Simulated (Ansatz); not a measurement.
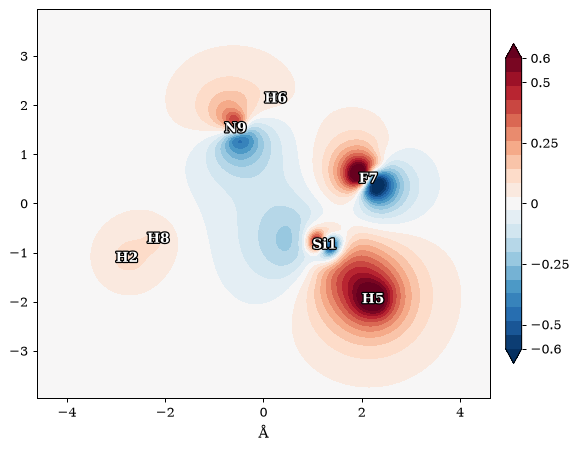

*FH₃Si···H₂···NH₃. The HOMO−1 on the plane of atoms H5, Si1 and F7 (values in Å⁻³ᐟ²; the overall sign is arbitrary).*

The product side of a reaction path; geometry: PBE0-D4/def2-TZVP.

Level of theory: RKS PBE0-D4/def2-TZVPP in Ansatz.

```xyz
11

Si   -0.8162    1.2644   -0.6391
H     1.1828   -2.0505   -1.7639
H    -1.4658   -0.0481   -0.8423
H     0.6287    1.2494   -0.9521
H    -1.4825    2.2658   -1.5161
H     0.1271   -0.0405    2.0467
F    -1.0696    1.7997    0.8552
H     0.9178   -1.5792   -1.2477
N     0.4487   -0.6213    1.2817
H     1.4566   -0.6891    1.3529
H     0.0724   -1.5505    1.4246
```

Q: Describe this orbital and give its energy.

A: Its weight (Hirshfeld) is mainly on Si1 (about 30 %), H5 (about 30 %), F7 (about 15 %), N9 (about 10 %), H4 (about 5 %) and H3 (about 5 %). Its energy is −9.21 eV.
